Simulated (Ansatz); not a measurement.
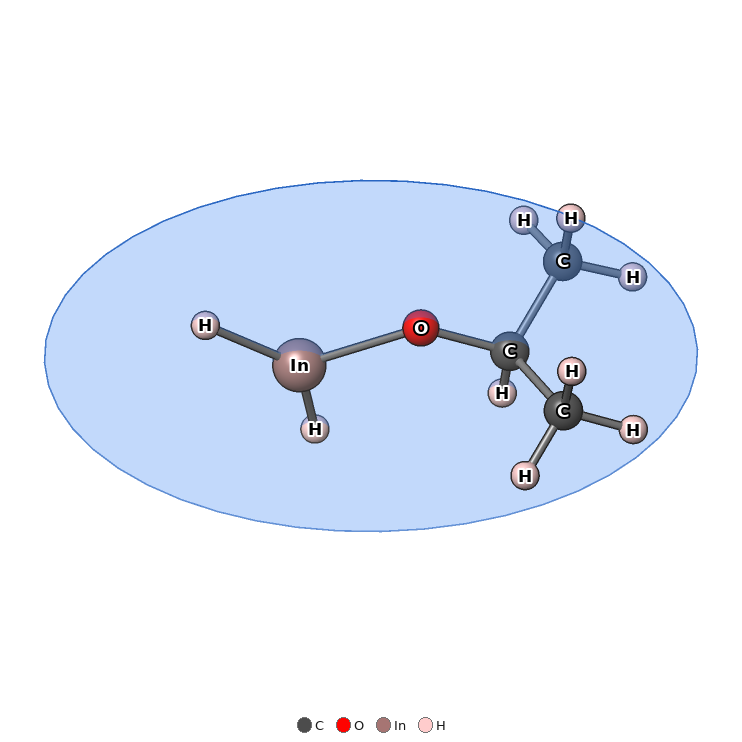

All proper rotation axes (lines) and mirror planes (discs) of the structure are drawn in. Distant atoms are faded towards the background colour. Computed geometry: PBE0-D4/def2-TZVP optimisation.

Name the symmetry elements and the point group.

Answer. It has 1 mirror plane. Point group Cs. The group has 2 operations. The geometry is achiral, and symmetry allows a dipole moment.
